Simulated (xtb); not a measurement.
## CH4GeO2: geometry relaxation (part 2 of 3)

Continued. System: CH4GeO2. Method: GFN2-xTB (xtb 6.7.1). The geometry: force field.

Geometry of the input (Å):
```
O  0.8291  -1.0153  1.4211
C  0.6302  -0.2259  0.4061
O  1.6926  0.4481  -0.1482
Ge -1.0371  0.0492  -0.3445
H  2.6541  0.3237  0.2403
H  -1.8028  1.2454  0.3689
H  -0.9560  0.3458  -1.8513
H  -1.9181  -1.2282  -0.1483
```

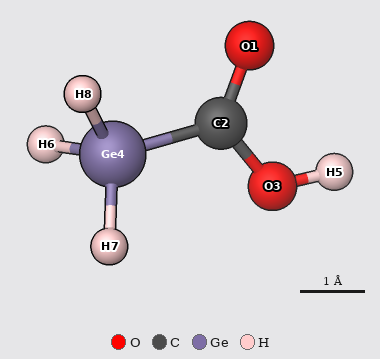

Figure 1. The structure as given in the input (ball-and-stick view, seen at a tilt; atoms are numbered from 1 in the order of the input). Sticks mark near contacts.

### What the program printed, continued
```
 iter      E             dE          RMSdq      gap      omega  full diag
   1    -14.3258396 -0.143258E+02  0.560E-01    4.23       0.0  T
   2    -14.3259852 -0.145614E-03  0.222E-01    4.20       1.0  T
   3    -14.3260526 -0.673678E-04  0.200E-01    4.23       1.0  T
   4    -14.3261090 -0.564207E-04  0.720E-02    4.21       1.0  T
   5    -14.3261162 -0.722937E-05  0.234E-02    4.22       1.5  T
   6    -14.3261170 -0.785513E-06  0.703E-03    4.22       5.0  T
   7    -14.3261171 -0.101160E-06  0.254E-03    4.22      13.9  T
   8    -14.3261171 -0.693968E-08  0.471E-04    4.22      75.1  T
   9    -14.3261171 -0.216296E-09  0.990E-05    4.22     357.0  T
     SCC iter.                  ...        0 min,  0.001 sec
     gradient                   ...        0 min,  0.001 sec
 * total energy  :   -14.2241449 Eh     change       -0.3775229E-02 Eh
   gradient norm :     0.0276865 Eh/α   predicted    -0.4627087E-02 (  22.56%)
   displ. norm   :     0.1097294 α      lambda       -0.1003312E-02
   maximum displ.:     0.0774764 α      in ANC's #4, #3, #2, ...

........................................................................
.............................. CYCLE    4 ..............................
........................................................................

 iter      E             dE          RMSdq      gap      omega  full diag
   1    -14.3204732 -0.143205E+02  0.338E-01    4.13       0.0  T
   2    -14.3205145 -0.412622E-04  0.177E-01    4.15       1.0  T
   3    -14.3205098  0.473329E-05  0.126E-01    4.13       1.0  T
   4    -14.3205283 -0.185319E-04  0.323E-02    4.14       1.1  T
   5    -14.3205316 -0.328478E-05  0.602E-03    4.14       5.9  T
   6    -14.3205316 -0.553214E-07  0.225E-03    4.14      15.7  T
   7    -14.3205317 -0.126646E-07  0.139E-03    4.14      25.4  T
   8    -14.3205317 -0.251922E-08  0.190E-04    4.14     186.0  T
   9    -14.3205317 -0.365912E-10  0.293E-05    4.14    1205.6  T
     SCC iter.                  ...        0 min,  0.001 sec
     gradient                   ...        0 min,  0.001 sec
 * total energy  :   -14.2246869 Eh     change       -0.5419881E-03 Eh
   gradient norm :     0.0052296 Eh/α   predicted    -0.5076950E-03 (  -6.33%)
   displ. norm   :     0.1054694 α      lambda       -0.2532321E-03
   maximum displ.:     0.0837962 α      in ANC's #3, #7, #2, ...

........................................................................
.............................. CYCLE    5 ..............................
........................................................................

 iter      E             dE          RMSdq      gap      omega  full diag
   1    -14.3185422 -0.143185E+02  0.342E-01    4.12       0.0  T
   2    -14.3185458 -0.355824E-05  0.213E-01    4.12       1.0  T
   3    -14.3185429  0.286810E-05  0.295E-02    4.11       1.2  T
   4    -14.3185460 -0.311136E-05  0.112E-02    4.12       3.2  T
   5    -14.3185463 -0.239745E-06  0.333E-03    4.12      10.6  T
   6    -14.3185463 -0.198780E-07  0.115E-03    4.12      30.7  T
   7    -14.3185463 -0.457173E-08  0.469E-04    4.12      75.3  T
   8    -14.3185463 -0.122165E-09  0.434E-05    4.12     813.7  T
     SCC iter.                  ...        0 min,  0.001 sec
     gradient                   ...        0 min,  0.001 sec
 * total energy  :   -14.2247789 Eh     change       -0.9198669E-04 Eh
   gradient norm :     0.0084934 Eh/α   predicted    -0.1280267E-03 (  39.18%)
   displ. norm   :     0.0749803 α      lambda       -0.1454254E-03
   maximum displ.:     0.0560073 α      in ANC's #3, #4, #7, ...

........................................................................
.............................. CYCLE    6 ..............................
........................................................................

 iter      E             dE          RMSdq      gap      omega  full diag
   1    -14.3191418 -0.143191E+02  0.186E-01    4.13       0.0  T
   2    -14.3191435 -0.162780E-05  0.107E-01    4.13       1.0  T
   3    -14.3191388  0.465694E-05  0.423E-02    4.14       1.0  T
   4    -14.3191441 -0.532860E-05  0.941E-03    4.13       3.8  T
   5    -14.3191444 -0.213787E-06  0.203E-03    4.13      17.4  T
   6    -14.3191444 -0.834589E-08  0.751E-04    4.13      47.1  T
   7    -14.3191444 -0.132844E-08  0.334E-04    4.13     105.7  T
     SCC iter.                  ...        0 min,  0.001 sec
     gradient                   ...        0 min,  0.001 sec
 * total energy  :   -14.2248500 Eh     change       -0.7106723E-04 Eh
   gradient norm :     0.0040156 Eh/α   predicted    -0.7312243E-04 (   2.89%)
   displ. norm   :     0.0491834 α      lambda       -0.5547280E-04
   maximum displ.:     0.0376794 α      in ANC's #4, #5, #1, ...

........................................................................
.............................. CYCLE    7 ..............................
........................................................................

 iter      E             dE          RMSdq      gap      omega  full diag
   1    -14.3198790 -0.143199E+02  0.162E-01    4.15       0.0  T
   2    -14.3198802 -0.114123E-05  0.999E-02    4.14       1.0  T
   3    -14.3198781  0.205279E-05  0.198E-02    4.15       1.8  T
   4    -14.3198803 -0.216267E-05  0.770E-03    4.14       4.6  T
   5    -14.3198804 -0.145064E-06  0.174E-03    4.15      20.4  T
   6    -14.3198804 -0.378544E-08  0.513E-04    4.15      68.9  T
   7    -14.3198804 -0.777659E-09  0.173E-04    4.15     204.0  T
     SCC iter.                  ...        0 min,  0.001 sec
     gradient                   ...        0 min,  0.001 sec
 * total energy  :   -14.2248737 Eh     change       -0.2376301E-04 Eh
   gradient norm :     0.0019057 Eh/α   predicted    -0.2780371E-04 (  17.00%)
   displ. norm   :     0.0469193 α      lambda       -0.2457079E-04
   maximum displ.:     0.0304702 α      in ANC's #3, #8, #1, ...

........................................................................
.............................. CYCLE    8 ..............................
........................................................................

 iter      E             dE          RMSdq      gap      omega  full diag
   1    -14.3202447 -0.143202E+02  0.143E-01    4.15       0.0  T
   2    -14.3202450 -0.309734E-06  0.856E-02    4.15       1.0  T
   3    -14.3202448  0.245509E-06  0.110E-02    4.15       3.2  T
   4    -14.3202451 -0.296615E-06  0.466E-03    4.15       7.6  T
   5    -14.3202451 -0.432040E-07  0.758E-04    4.15      46.7  T
   6    -14.3202451 -0.131612E-08  0.355E-04    4.15      99.6  T
     SCC iter.                  ...        0 min,  0.001 sec
     gradient                   ...        0 min,  0.001 sec
 * total energy  :   -14.2248883 Eh     change       -0.1459225E-04 Eh
   gradient norm :     0.0018315 Eh/α   predicted    -0.1229593E-04 ( -15.74%)
   displ. norm   :     0.0357764 α      lambda       -0.8795986E-05
   maximum displ.:     0.0224492 α      in ANC's #1, #4, #3, ...

........................................................................
.............................. CYCLE    9 ..............................
........................................................................

 iter      E             dE          RMSdq      gap      omega  full diag
   1    -14.3199080 -0.143199E+02  0.831E-02    4.15       0.0  T
   2    -14.3199080 -0.683246E-07  0.496E-02    4.14       1.0  T
   3    -14.3199080  0.122942E-07  0.335E-03    4.15      10.6  T
   4    -14.3199081 -0.330796E-07  0.184E-03    4.14      19.2  T
   5    -14.3199081 -0.328876E-08  0.613E-04    4.14      57.7  T
   6    -14.3199081 -0.141677E-08  0.257E-04    4.14     137.4  T
     SCC iter.                  ...        0 min,  0.001 sec
     gradient                   ...        0 min,  0.001 sec
 * total energy  :   -14.2248924 Eh     change       -0.4136699E-05 Eh
   gradient norm :     0.0010443 Eh/α   predicted    -0.4400254E-05 (   6.37%)
   displ. norm   :     0.0180218 α      lambda       -0.3853201E-05
   maximum displ.:     0.0136332 α      in ANC's #1, #6, #5, ...

........................................................................
.............................. CYCLE   10 ..............................
........................................................................

 iter      E             dE          RMSdq      gap      omega  full diag
   1    -14.3200061 -0.143200E+02  0.507E-02    4.14       0.0  T
   2    -14.3200061 -0.497358E-07  0.291E-02    4.14       1.2  T
   3    -14.3200060  0.113855E-06  0.749E-03    4.14       4.7  T
   4    -14.3200062 -0.132529E-06  0.150E-03    4.14      23.6  T
   5    -14.3200062 -0.394086E-08  0.397E-04    4.14      89.1  T
   6    -14.3200062 -0.591614E-09  0.152E-04    4.14     232.1  T
     SCC iter.                  ...        0 min,  0.001 sec
     gradient                   ...        0 min,  0.001 sec
 * total energy  :   -14.2248959 Eh     change       -0.3472805E-05 Eh
   gradient norm :     0.0005147 Eh/α   predicted    -0.1926903E-05 ( -44.51%)
   displ. norm   :     0.0231557 α      lambda       -0.2416951E-05
   maximum displ.:     0.0186332 α      in ANC's #1, #3, #2, ...

   *** GEOMETRY OPTIMIZATION CONVERGED AFTER 10 ITERATIONS ***

------------------------------------------------------------------------
 total energy gain   :        -0.0286191 Eh      -17.9588 kcal/mol
 total RMSD          :         0.1995788 a0        0.1056 Å
 total power (kW/mol):        -7.5139535 (step)-3104.4021 (real)
------------------------------------------------------------------------

 ANCopt (total)                0 d,  0 h,  0 min,  0.024 sec
 optimizer setup                ...        0 min,  0.000 sec (  0.294%)
 model hessian                  ...        0 min,  0.000 sec (  0.812%)
 ANC generation                 ...        0 min,  0.000 sec (  0.407%)
 coordinate transformation      ...        0 min,  0.000 sec (  0.200%)
 single point calculation       ...        0 min,  0.022 sec ( 92.266%)
 optimization log               ...        0 min,  0.001 sec (  2.401%)
 hessian update                 ...        0 min,  0.000 sec (  0.188%)
 rational function              ...        0 min,  0.000 sec (  2.003%)

================
 final structure:
================
 xtb: 6.7.1 (unknown-commit)

  8  7  0     0  0            999 V2000
    0.9479   -1.0022    1.3996 O   0  0  0  0  0  0  0  0  0  0  0  0
    0.6932   -0.2862    0.4728 C   0  0  0  0  0  0  0  0  0  0  0  0
    1.6088    0.4520   -0.1551 O   0  0  0  0  0  0  0  0  0  0  0  0
   -1.0781    0.0327   -0.3514 Ge  0  0  0  0  0  4  0  0  0  0  0  0
    2.4945    0.3397    0.2348 H   0  0  0  0  0  0  0  0  0  0  0  0
   -1.7196    1.2082    0.3078 H   0  0  0  0  0  0  0  0  0  0  0  0
   -0.8918    0.3502   -1.7956 H   0  0  0  0  0  0  0  0  0  0  0  0
   -1.9629   -1.1515   -0.1688 H   0  0  0  0  0  0  0  0  0  0  0  0
  2  1  2  0  0  0  0
  3  2  1  0  0  0  0
  4  2  1  0  0  0  0
  5  3  1  0  0  0  0
  6  4  1  0  0  0  0
  7  4  1  0  0  0  0
  8  4  1  0  0  0  0
M  END
$$$$

 Bond Distances (Angstroems)
 ---------------------------
O1-C2=1.1985         C2-O1=1.1985         C2-O3=1.3332         C2-Ge4=1.9795        O3-C2=1.3332         O3-H5=0.9742
Ge4-C2=1.9795        Ge4-H6=1.4926        Ge4-H7=1.4904        Ge4-H8=1.4895        H5-O3=0.9742         H6-Ge4=1.4926
H7-Ge4=1.4904        H8-Ge4=1.4895
 O  H  Rav=0.9742 sigma=0.0000  Rmin=0.9742  Rmax=0.9742     1
 O  C  Rav=1.2659 sigma=0.0673  Rmin=1.1985  Rmax=1.3332     2
 Ge H  Rav=1.4908 sigma=0.0013  Rmin=1.4895  Rmax=1.4926     3
 Ge C  Rav=1.9795 sigma=0.0000  Rmin=1.9795  Rmax=1.9795     1

 selected bond angles (degree)
 --------------------
O3-C2-O1=123.30                Ge4-C2-O1=127.47               Ge4-C2-O3=109.22               H5-O3-C2=111.84
H6-Ge4-C2=109.12               H7-Ge4-C2=109.02               H7-Ge4-H6=108.29               H8-Ge4-C2=110.64
H8-Ge4-H6=108.46               H8-Ge4-H7=111.25

 selected dihedral angles (degree)
 ---------------------------------
H5-O3-C2-O1=359.62            H5-O3-C2-Ge4=178.66           H6-Ge4-C2-O1= 91.61           H6-Ge4-C2-O3=272.62
H7-Ge4-C2-O1=209.70           H7-Ge4-C2-O3= 30.71           H8-Ge4-C2-O1=332.35           H8-Ge4-C2-O3=153.36
           -------------------------------------------------
          |                Final Singlepoint                |
           -------------------------------------------------

          ...................................................
          :                      SETUP                      :
          :.................................................:
          :  # basis functions                  26          :
          :  # atomic orbitals                  25          :
          :  # shells                           13          :
          :  # electrons                        24          :
          :  max. iterations                   250          :
          :  Hamiltonian                  GFN2-xTB          :
          :  restarted?                      false          :
          :  GBSA solvation                  false          :
          :  PC potential                    false          :
          :  electronic temp.          300.0000000     K    :
          :  accuracy                    1.0000000          :
          :  -> integral cutoff          0.2500000E+02      :
          :  -> integral neglect         0.1000000E-07      :
          :  -> SCF convergence          0.1000000E-05 Eh   :
          :  -> wf. convergence          0.1000000E-03 e    :
          :  Broyden damping             0.4000000          :
          :  net charge                          0          :
          :  unpaired electrons                  0          :
          ...................................................

 iter      E             dE          RMSdq      gap      omega  full diag
   1    -14.3200062 -0.143200E+02  0.578E-05    4.14       0.0  T
   2    -14.3200062 -0.129674E-11  0.355E-05    4.14     994.7  T
   3    -14.3200062  0.362377E-12  0.178E-05    4.14    1989.4  T

   *** convergence criteria satisfied after 3 iterations ***

         #    Occupation            Energy/Eh            Energy/eV
      -------------------------------------------------------------
         1        2.0000           -0.7553068             -20.5529
       ...           ...                  ...                  ...
         6        2.0000           -0.5841687             -15.8960
         7        2.0000           -0.5668079             -15.4236
         8        2.0000           -0.4951017             -13.4724
         9        2.0000           -0.4900475             -13.3349
        10        2.0000           -0.4541528             -12.3581
        11        2.0000           -0.4537031             -12.3459
        12        2.0000           -0.4084281             -11.1139 (HOMO)
        13                         -0.2561359              -6.9698 (LUMO)
        14                         -0.1389065              -3.7798
        15                         -0.1263992              -3.4395
        16                         -0.1172798              -3.1913
        17                          0.0024399               0.0664
       ...                                ...                  ...
        25                          1.0487828              28.5388
      -------------------------------------------------------------
                  HL-Gap            0.1522922 Eh            4.1441 eV
             Fermi-level           -0.3322820 Eh           -9.0419 eV
```
